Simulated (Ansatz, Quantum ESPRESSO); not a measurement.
# Rb3SCl (Pm-3m): third-order response

Aim: Raman and infrared lines of Rb3SCl (Pm-3m).

Method: DFT LDA, scalar-relativistic, plane waves, PseudoDojo norm-conserving pseudopotentials, in Quantum ESPRESSO 8.0 development, patched.

The structure was built from a prototype and need not be the compound's stable phase.

## Step 1: The starting structure

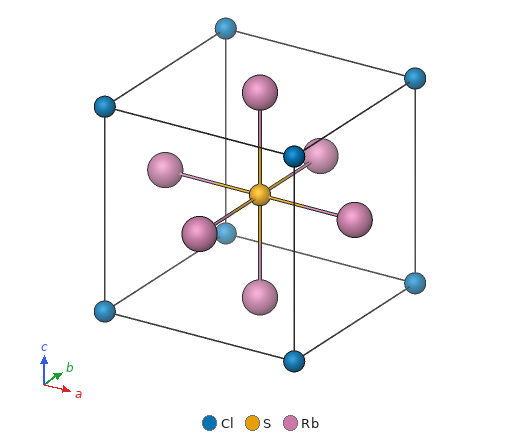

Start, viewed from a free direction; chlorine blue, sulfur orange, rubidium pink. Some periodic images of atoms are drawn too.

Coordinates:

```
CELL_PARAMETERS angstrom
6.38400 0.00000 0.00000
0.00000 6.38400 0.00000
0.00000 0.00000 6.38400
ATOMIC_POSITIONS crystal
Cl 0.00000 0.00000 0.00000
S 0.50000 0.50000 0.50000
Rb 0.50000 0.50000 0.00000
Rb 0.50000 0.00000 0.50000
Rb 0.00000 0.50000 0.50000
```

## Step 2: A probe with smearing

A cheap run with smearing and empty bands tells whether the crystal has a gap, which decides between fixed occupations and smearing later on.

probe.in reads:

```
&CONTROL
  calculation = 'scf'
  prefix      = 'x'
  outdir      = './tmp'
  pseudo_dir  = './pseudo'
  tprnfor     = .true.
  tstress     = .true.
  verbosity   = 'high'
/
&SYSTEM
  ibrav       = 1
  celldm(1)   = 12.06401158
  nat         = 5
  ntyp        = 3
  ecutwfc     = 48.0
  occupations = 'smearing'
  smearing    = 'gaussian'
  degauss     = 0.01
/
&ELECTRONS
  conv_thr         = 1.0d-07
  mixing_beta      = 0.7
  electron_maxstep = 100
/
ATOMIC_SPECIES
 Cl     35.4500  Cl.upf
 S      32.0600  S.upf
 Rb     85.4678  Rb.upf
ATOMIC_POSITIONS crystal
 Cl     0.000000000   0.000000000   0.000000000
 S      0.500000000   0.500000000   0.500000000
 Rb     0.500000000   0.500000000   0.000000000
 Rb     0.500000000   0.000000000   0.500000000
 Rb     0.000000000   0.500000000   0.500000000
K_POINTS automatic
 4 4 4 0 0 0
```

The run is started by

```bash
$ OMP_NUM_THREADS=1 mpirun -n 4 pw.x -nk 4 -in probe.in > probe.out
```

The program printed:

```text
[banners, grids, parts of the stress and lines that vanish by symmetry left out]
Program PWSCF v.8.0dev
     bravais-lattice index     =            1
     lattice parameter (alat)  =      12.0640  a.u.
[...]
kinetic-energy cutoff     =      48.0000  Ry
     charge density cutoff     =     192.0000  Ry
     scf convergence threshold =      1.0E-07
[...]
Exchange-correlation= SLA-PW-NOGX-NOGC
                           (   1   4   0   0   0   0   0)
[...]
48 Sym. Ops., with inversion, found
[...]
(     0          1          0      )
                  (     0          0          1      )
[...]
(  0.0000000  1.0000000  0.0000000 )
                  (  0.0000000  0.0000000  1.0000000 )
[...]
(     0         -1          0      )
                  (     0          0          1      )
[...]
( -1.0000000  0.0000000  0.0000000 )
                  (  0.0000000  1.0000000  0.0000000 )
[...]
number of k points=    10  Gaussian smearing, width (Ry)=  0.0100
[...]
End of self-consistent calculation
[...]
the Fermi energy is     1.8786 ev
!    total energy              =    -217.97458326 Ry
[...]
convergence has been achieved in   8 iterations
[...]
atom    1 type  1   force =     0.00000000    0.00000000    0.00000000
     atom    2 type  2   force =     0.00000000    0.00000000    0.00000000
     atom    3 type  3   force =     0.00000000    0.00000000    0.00000000
     atom    4 type  3   force =     0.00000000    0.00000000    0.00000000
     atom    5 type  3   force =     0.00000000    0.00000000    0.00000000
[...]
Total force =     0.000000     Total SCF correction =     0.000000
[...]
total   stress  (Ry/bohr**3)                   (kbar)     P=      -14.63
[...]
XML data file, charge density, pseudopotentials, collected wavefunctions

   JOB DONE.
```

Elapsed: 13 s, on 4 MPI ranks of Arm Neoverse V1, shared host; 51 s of CPU time.

Read from the output:

```yaml
volume_per_atom: 52.04 Å³
pressure: -1.463 GPa
gap_on_the_k_mesh: 1.197 eV
```

A gap of 1.2 eV opens on this mesh, so the crystal is taken as an insulator; the start stands at -1.5 GPa.

## Step 3: Relaxation

Frequencies change by per cents with a per cent of volume, so the structure is first brought to rest at this level of theory.

relax.in reads:

```
&CONTROL
  calculation   = 'vc-relax'
  prefix        = 'x'
  outdir        = './tmp'
  pseudo_dir    = './pseudo'
  tprnfor       = .true.
  tstress       = .true.
  forc_conv_thr = 2.0d-05
  etot_conv_thr = 1.0d-07
  nstep         = 40
/
&SYSTEM
  ibrav       = 1
  celldm(1)   = 12.06401158
  nat         = 5
  ntyp        = 3
  ecutwfc     = 48.0
  occupations = 'fixed'
  nbnd        = 22
/
&ELECTRONS
  conv_thr         = 1.0d-11
  mixing_beta      = 0.7
  electron_maxstep = 100
/
&IONS
/
&CELL
  press_conv_thr = 0.2
/
ATOMIC_SPECIES
 Cl     35.4500  Cl.upf
 S      32.0600  S.upf
 Rb     85.4678  Rb.upf
ATOMIC_POSITIONS crystal
 Cl     0.000000000   0.000000000   0.000000000
 S      0.500000000   0.500000000   0.500000000
 Rb     0.500000000   0.500000000   0.000000000
 Rb     0.500000000   0.000000000   0.500000000
 Rb     0.000000000   0.500000000   0.500000000
K_POINTS automatic
 4 4 4 0 0 0
```

The run is started by

```bash
$ OMP_NUM_THREADS=1 mpirun -n 4 pw.x -nk 4 -in relax.in > relax.out
```

The program printed:

```text
[banners, grids, parts of the stress and lines that vanish by symmetry left out]
[banner, memory and clock lines left out]
Program PWSCF v.8.0dev

[...]
kinetic-energy cutoff     =      48.0000  Ry
     charge density cutoff     =     192.0000  Ry
     scf convergence threshold =      1.0E-11
[...]
energy convergence thresh.=      1.0E-07
     force convergence thresh. =      2.0E-05
     press convergence thresh. =      2.0E-01
     Exchange-correlation= SLA-PW-NOGX-NOGC
                           (   1   4   0   0   0   0   0)
[...]
48 Sym. Ops., with inversion, found
[...]
number of k points=    10
[...]
c_bands: 1 eigenvalues not converged on the other pools
[...]
End of self-consistent calculation
[...]
highest occupied, lowest unoccupied level (ev):     1.2705    2.4672
!    total energy              =    -217.97458328 Ry
[...]
convergence has been achieved in  12 iterations
[...]
atom    1 type  1   force =     0.00000000    0.00000000    0.00000000
     atom    2 type  2   force =     0.00000000    0.00000000    0.00000000
     atom    3 type  3   force =     0.00000000    0.00000000    0.00000000
     atom    4 type  3   force =     0.00000000    0.00000000    0.00000000
     atom    5 type  3   force =     0.00000000    0.00000000    0.00000000
     Total force =     0.000000     Total SCF correction =     0.000000
[...]
total   stress  (Ry/bohr**3)                   (kbar)     P=      -14.65
[...]
number of bfgs steps    =   0
[...]
CELL_PARAMETERS (alat= 12.06401158)
[...]
ATOMIC_POSITIONS (crystal)
Cl               0.0000000000        0.0000000000        0.0000000000
S                0.5000000000        0.5000000000        0.5000000000
Rb               0.5000000000        0.5000000000        0.0000000000
Rb               0.5000000000        0.0000000000        0.5000000000
[...]
New effective cutoffs (rho, wfc):  192.74   48.22
[...]
End of self-consistent calculation
[...]
highest occupied, lowest unoccupied level (ev):     1.3144    2.5075
!    total energy              =    -217.97586503 Ry
[...]
convergence has been achieved in   8 iterations
[...]
atom    1 type  1   force =     0.00000000    0.00000000    0.00000000
     atom    2 type  2   force =     0.00000000    0.00000000    0.00000000
     atom    3 type  3   force =     0.00000000    0.00000000    0.00000000
     atom    4 type  3   force =     0.00000000    0.00000000    0.00000000
     atom    5 type  3   force =     0.00000000    0.00000000    0.00000000
     Total force =     0.000000     Total SCF correction =     0.000000
[...]
total   stress  (Ry/bohr**3)                   (kbar)     P=      -14.16
[...]
number of bfgs steps    =   1
[...]
WARNING: bfgs curvature condition failed, Theta= 0.832
[...]
CELL_PARAMETERS (alat= 12.06401158)
[...]
ATOMIC_POSITIONS (crystal)
[...]
New effective cutoffs (rho, wfc):  194.19   48.58
[...]
End of self-consistent calculation
[...]
highest occupied, lowest unoccupied level (ev):     1.3816    2.5687
!    total energy              =    -217.97769111 Ry
[...]
convergence has been achieved in  10 iterations
[...]
atom    1 type  1   force =     0.00000000    0.00000000    0.00000000
     atom    2 type  2   force =     0.00000000    0.00000000    0.00000000
[...]
number of bfgs steps    =   5
[...]
highest occupied, lowest unoccupied level (ev):     2.3369    3.4052
!    total energy              =    -217.98856389 Ry
[...]
convergence has been achieved in  11 iterations
[...]
Total force =     0.000000     Total SCF correction =     0.000000
[...]
total   stress  (Ry/bohr**3)                   (kbar)     P=        1.19
[...]
number of bfgs steps    =   6
[...]
highest occupied, lowest unoccupied level (ev):     2.2659    3.3449
!    total energy              =    -217.98861568 Ry
[...]
convergence has been achieved in   9 iterations
[...]
Total force =     0.000000     Total SCF correction =     0.000000
[...]
total   stress  (Ry/bohr**3)                   (kbar)     P=       -0.11
[...]
number of bfgs steps    =   7
[...]
New effective cutoffs (rho, wfc):  212.06   53.05
[...]
highest occupied, lowest unoccupied level (ev):     2.2717    3.3498
!    total energy              =    -217.98861611 Ry
[...]
convergence has been achieved in   7 iterations
[...]
Total force =     0.000000     Total SCF correction =     0.000000
[...]
total   stress  (Ry/bohr**3)                   (kbar)     P=       -0.00
[...]
number of bfgs steps    =   8
[...]
small trust_radius: resetting bfgs history
[...]
CELL_PARAMETERS (alat= 12.06401158)
[...]
ATOMIC_POSITIONS (crystal)
[...]
New effective cutoffs (rho, wfc):  212.06   53.05
[...]
End of self-consistent calculation
[...]
highest occupied, lowest unoccupied level (ev):     2.2717    3.3498
!    total energy              =    -217.98861611 Ry
[...]
convergence has been achieved in   3 iterations
[...]
atom    3 type  3   force =     0.00000000    0.00000000    0.00000000
     atom    4 type  3   force =     0.00000000    0.00000000    0.00000000
     atom    5 type  3   force =     0.00000000    0.00000000    0.00000000
     Total force =     0.000000     Total SCF correction =     0.000000
[...]
total   stress  (Ry/bohr**3)                   (kbar)     P=       -0.00
[...]
bfgs converged in  10 scf cycles and   9 bfgs steps
[...]
End of BFGS Geometry Optimization
     Final enthalpy           =    -217.9886161093 Ry
     File ./tmp/x.bfgs deleted, as requested
[...]
CELL_PARAMETERS (alat= 12.06401158)
[...]
ATOMIC_POSITIONS (crystal)
[...]
Rb               0.5000000000        0.0000000000        0.5000000000
Rb               0.0000000000        0.5000000000        0.5000000000
[...]
Final scf calculation at the relaxed structure.
[...]
kinetic-energy cutoff     =      48.0000  Ry
     charge density cutoff     =     192.0000  Ry
     scf convergence threshold =      1.0E-13
[...]
press convergence thresh. =      2.0E-01
     Exchange-correlation= SLA-PW-NOGX-NOGC
                           (   1   4   0   0   0   0   0)
[...]
48 Sym. Ops., with inversion, found
[...]
number of k points=    10
[...]
c_bands: 2 eigenvalues not converged on the other pools
[...]
End of self-consistent calculation
[...]
highest occupied, lowest unoccupied level (ev):     2.2718    3.3498
!    total energy              =    -217.98828565 Ry
[...]
convergence has been achieved in  13 iterations
[...]
atom    1 type  1   force =     0.00000000    0.00000000    0.00000000
     atom    2 type  2   force =     0.00000000    0.00000000    0.00000000
     atom    3 type  3   force =     0.00000000    0.00000000    0.00000000
     atom    4 type  3   force =     0.00000000    0.00000000    0.00000000
     atom    5 type  3   force =     0.00000000    0.00000000    0.00000000
     Total force =     0.000000     Total SCF correction =     0.000000
[...]
total   stress  (Ry/bohr**3)                   (kbar)     P=       -0.15
[...]
XML data file, charge density, pseudopotentials, collected wavefunctions
```

Elapsed: 2.4 min, on 4 MPI ranks.

The steps of the relaxation:

```
step  energy less that of the first step (eV)  largest force (eV/Å)  pressure (GPa)  volume (Å³)
   1                                   0.0000                0.0000           -1.47       260.18
   2                                  -0.0174                0.0000           -1.42       258.24
   3                                  -0.0423                0.0000           -1.34       255.35
   4                                  -0.0765                0.0000           -1.21       251.06
   5                                  -0.1203                0.0000           -1.00       244.71
   6                                  -0.1676                0.0000           -0.61       235.38
   7                                  -0.1902                0.0000            0.12       221.84
   8                                  -0.1909                0.0000           -0.01       223.94
   9                                  -0.1909                0.0000            0.00       223.76
  10                                  -0.1909                0.0000            0.00       223.76
  11                                  -0.1864                0.0000           -0.01       223.76
```

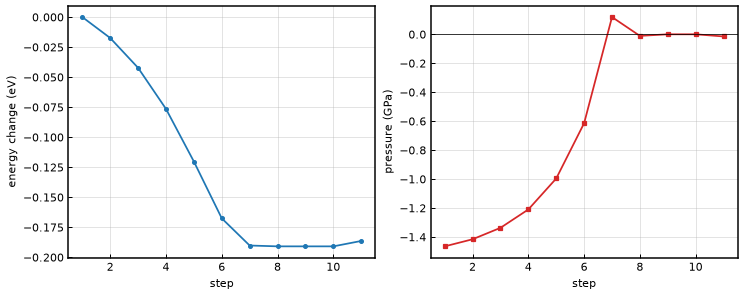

Energy and pressure along the relaxation.

```
conventional cell, symmetrised  before  after   change
                         a (Å)   6.384  6.071   -4.9 %
                         b (Å)   6.384  6.071   -4.9 %
                         c (Å)   6.384  6.071   -4.9 %
              volume (Å³/atom)   52.04  44.75  -14.0 %
```

The relaxed structure:

```
Cl S Rb
1.0
     6.07103    0.00000    0.00000
     0.00000    6.07103    0.00000
     0.00000    0.00000    6.07103
Cl S Rb
1 1 3
Direct
  0.00000 0.00000 0.00000
  0.50000 0.50000 0.50000
  0.50000 0.50000 0.00000
  0.50000 0.00000 0.50000
  0.00000 0.50000 0.50000
```

The last row of the table of steps is pw.x's closing run on a basis chosen anew for the final cell, so its energy can jump.

Read from the output:

```yaml
volume_per_atom: 44.75 Å³
pressure: -0.015 GPa
gap_on_the_k_mesh: 1.078 eV
```

The volume changes by -14.0 % from the cell with which this run began.

## Step 4: Ground state

Perturbation theory inherits every error of the wavefunctions, so the threshold is set near the limit of the arithmetic. With a gap, occupations are fixed, which also allows the response to an electric field.

scf.in reads:

```
&CONTROL
  calculation = 'scf'
  prefix      = 'x'
  outdir      = './tmp'
  pseudo_dir  = './pseudo'
  tprnfor     = .true.
  tstress     = .true.
/
&SYSTEM
  ibrav       = 1
  celldm(1)   = 11.47258262
  nat         = 5
  ntyp        = 3
  ecutwfc     = 48.0
  occupations = 'fixed'
  nbnd        = 22
/
&ELECTRONS
  conv_thr         = 1.0d-12
  mixing_beta      = 0.7
  electron_maxstep = 100
/
ATOMIC_SPECIES
 Cl     35.4500  Cl.upf
 S      32.0600  S.upf
 Rb     85.4678  Rb.upf
ATOMIC_POSITIONS crystal
 Cl     0.000000000   0.000000000   0.000000000
 S      0.500000000   0.500000000   0.500000000
 Rb     0.500000000   0.500000000   0.000000000
 Rb     0.500000000   0.000000000   0.500000000
 Rb     0.000000000   0.500000000   0.500000000
K_POINTS automatic
 4 4 4 0 0 0
```

The run is started by

```bash
$ OMP_NUM_THREADS=1 mpirun -n 4 pw.x -nk 4 -in scf.in > scf.out
```

The program printed:

```text
[banners, grids, parts of the stress and lines that vanish by symmetry left out]
[banner, memory and clock lines left out]
Program PWSCF v.8.0dev

[...]
kinetic-energy cutoff     =      48.0000  Ry
     charge density cutoff     =     192.0000  Ry
     scf convergence threshold =      1.0E-12
[...]
Exchange-correlation= SLA-PW-NOGX-NOGC
                           (   1   4   0   0   0   0   0)
[...]
48 Sym. Ops., with inversion, found
[...]
number of k points=    10
[...]
End of self-consistent calculation
[...]
highest occupied, lowest unoccupied level (ev):     2.2718    3.3498
!    total energy              =    -217.98828565 Ry
[...]
convergence has been achieved in  13 iterations
[...]
atom    1 type  1   force =     0.00000000    0.00000000    0.00000000
     atom    2 type  2   force =     0.00000000    0.00000000    0.00000000
     atom    3 type  3   force =     0.00000000    0.00000000    0.00000000
     atom    4 type  3   force =     0.00000000    0.00000000    0.00000000
     atom    5 type  3   force =     0.00000000    0.00000000    0.00000000
     Total force =     0.000000     Total SCF correction =     0.000000
[...]
total   stress  (Ry/bohr**3)                   (kbar)     P=       -0.15
[...]
XML data file, charge density, pseudopotentials, collected wavefunctions
```

Wall time 17 s (4 MPI ranks).

The cell stands at -0.015 GPa, close enough for phonons.

[end of part 1 of 3]

[Host names and launcher messages were left out of these logs when they were recorded.]

[Logs are printed without paths, hosts, clocks, repeated set-up lines and the standing remarks that a program may print on its own settings, such as how far it seeks lower states.]

[Hosts, paths, dates, database ids (printed as entryN), source tags and the programs' standing remarks are cut or masked in the printed files.]
